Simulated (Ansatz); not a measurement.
Bands of a (4,0) carbon nanotube, along its axis.

Computed with PBE (plane waves to 420 eV, PAW; Ansatz, a quantum-chemistry and plane-wave program). Mesh 1×1×18. No spin polarisation. Isolated but for its images some 11 Å away. An idealised model, rolled from the flat sheet. Symmetry and one short period hold its shape; lower forms weren't sought.

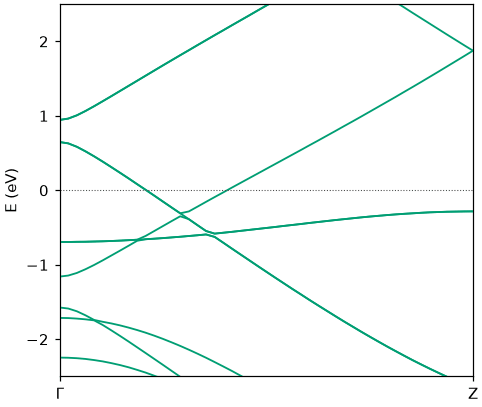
Bands from the zone centre to the zone edge (period 4.22 Å); the dotted line marks the highest filled level

Task: Is it a metal or a semiconductor at this level? Give what the bands show.

Result: A metal in PBE.
PBE gap: none (under 0.01 eV)
crossings of the Fermi level between Γ and the zone edge (49 points): 3, each for both spins (ideal conductance 3 × 2e²/h)
